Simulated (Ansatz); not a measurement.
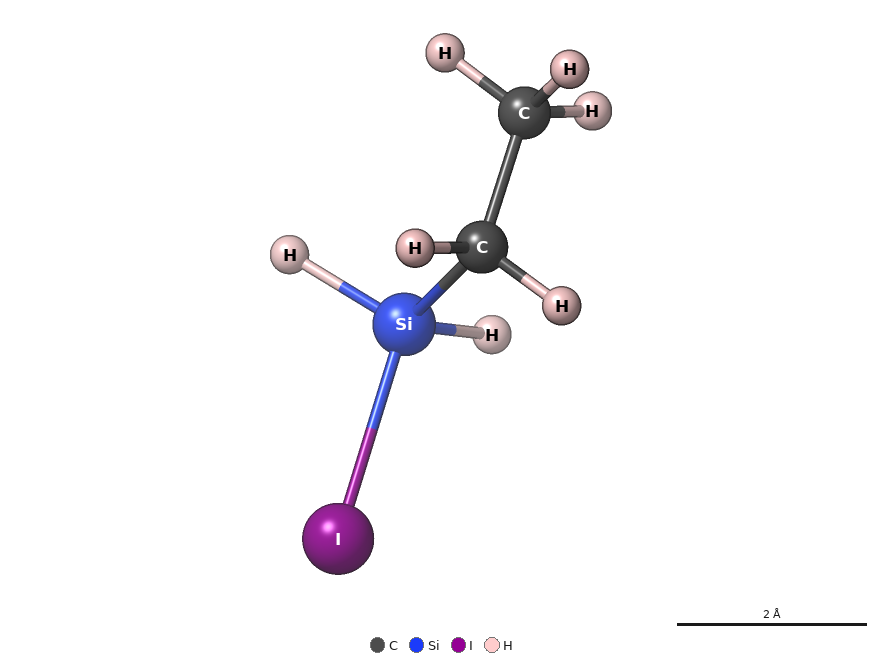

Atoms fade into the background with distance from the viewer. The geometry was computed by an optimisation with PBE0-D4/def2-TZVP. No frequency run is at hand to confirm it as a minimum. Masses are those of the most abundant isotopes; constants are for the rigid equilibrium geometry.

> What kind of rotor is it, and what are its rotational constants in MHz?

An asymmetric top (Cs): A = 13081, B = 979, C = 932 MHz. Ray's parameter κ is −0.99, close to the prolate limit.
